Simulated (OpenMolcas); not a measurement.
# Hf³⁺ among point charges: CASSCF and CASPT2 levels and susceptibility

How does a field of 4 point charges split the states of Hf³⁺, and what χT follows?

Method: state-averaged CASSCF and CASPT2, spin-orbit coupling by RASSI with atomic mean-field integrals. Code: OpenMolcas 26.06.

### 1 The atom as given

| Property | Result |
| --- | --- |
| Species | Hf³⁺ (hafnium, Z = 72, 69 electrons) |
| Basis | ANO-RCC-VDZP [7s6p4d2f1g], 68 functions |
| Scalar Hamiltonian | DKH2, point nucleus |
| Inactive shells | 1s 2s 2p 3s 3p 3d 4s 4p 4d 4f 5s 5p |
| Active space | 1 electron in 5 orbitals (5d) |
| Some configurations of this space | 5d |
| Orbitals | optimised for each spin and parity, averaged over all roots |

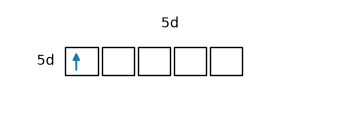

Occupation of the outer shells (arrows by Hund's rule).

The ion sits among 4 point charges of -0.8 e arranged as a tetrahedron (Td), 2.17 Å from the ion.

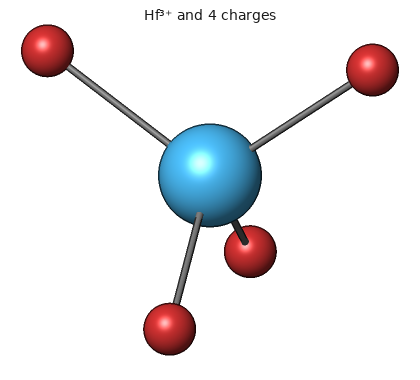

The ion and the point charges (red).

The work runs as a chain of OpenMolcas steps in one folder; each step below is one input file. Labels, J, g values, rates, χT and fits are worked out afterwards by a script from the matrices that RASSI stores.

### 2 One- and two-electron integrals

File a.inp:

```
&GATEWAY
Coord
1

Hf 0.0 0.0 0.0
Basis=ANO-RCC-VDZP
Group=NoSym
NoMove
AngMom=0.0 0.0 0.0
AMFI
XField
4 Angstrom 0
1.252850 1.252850 1.252850 -0.800000
1.252850 -1.252850 -1.252850 -0.800000
-1.252850 1.252850 -1.252850 -0.800000
-1.252850 -1.252850 1.252850 -0.800000
&SEWARD
```

The run is started by

```sh
> OMP_NUM_THREADS=1 MOLCAS_MEM=1689 MOLCAS_PROJECT=a pymolcas a.inp > a.log
```

### 3 CASSCF: doublets, 5 roots

File a.inp:

```
&RASSCF
FileOrb=start.orb
Symmetry=1
Spin=2
nActEl=1 0 0
Inactive=34
Ras2=5
CIRoot=5 5 1
SDav=5
CIMx=300
Iter=120 100
PrWF=0.3
OrbListing=Nothing
MaxOrb=0
>>> COPY $Project.JobIph JOB001
```

start.orb holds the contracted functions of the basis, ordered by shell, or the orbitals of the step before.

### 4 State interaction with spin-orbit coupling

File a.inp:

```
&RASSI
NrOfJobIphs=1 5
1 2 3 4 5
IphNames
JOB001
EJob
SpinOrbit
DIPRint=1.0
SOCoupling=1000.0
Subsets=2
Property=9
'ANGMOM' 1 'ANGMOM' 2 'ANGMOM' 3 'MLTPL  1' 1 'MLTPL  1' 2 'MLTPL  1' 3
'AMFI' 1 'AMFI' 2 'AMFI' 3
SOProperty=3
'ANGMOM' 1 'ANGMOM' 2 'ANGMOM' 3
```

### 5 CASPT2: IPEA 0.25, imaginary shift 0.1 (closed shells correlated: 4f 5s 5p)

File a.inp:

```
>>> COPY JOB001 $Project.JobIph
&CASPT2
Multistate=5 1 2 3 4 5
NoMult
Frozen=23
IPEA=0.25
Imaginary=0.1
MaxIter=60
WThr=0.0 0.3 0.05
PrWF=0.5
NoMix
```

(Steps that only read results are left out.)

What does the calculation give? Wanted: spin-free ground state; first state of the same spin within the active space; lowest level; next level.

As calculated:

| quantity | value |
| --- | --- |
| method | SS-CASPT2, IPEA 0.25, imaginary shift 0.1 (closed shells correlated: 4f 5s 5p) |
| spin-free ground state | 2E, 2-fold in its orbital part |
| first state of the same spin within the active space | 2T2 at 2950 cm⁻¹ |
| lowest level | 4-fold Γ8 |
| next level | 5616.0 cm⁻¹ |
| χT at 300 K | 0.23 cm³ K/mol |
| effective moment at 300 K | 1.37 μB |

Cost by method:

```
                                                 method  time of its own steps  time with the reference
                                              A. CASSCF                  2.8 s                    2.8 s
B. SS-CASPT2, IPEA 0.25, imaginary shift 0.1, +4f 5s 5p                  1.7 s                    4.5 s
```

Times are of one thread on a shared host.

In words: The spin-free ground state (2E) comes to 100 % from free-ion D terms and keeps the highest spin of the shell. χT at 300 K is 0.23, against 0.38 cm³ K/mol for the spin alone, so orbital moment lowers it. A ligand-field fit to the states below 45000 cm-1 gives 10Dq = -2950 cm-1, the gap between the two states. CASPT2 does not keep the components of a term degenerate, and the means are used. An orbital doublet at a regular site is open to a Jahn-Teller distortion, which this geometry leaves out. The field of point charges can differ much from that of real complexes. This is an electrostatic model: the charges have no orbitals.
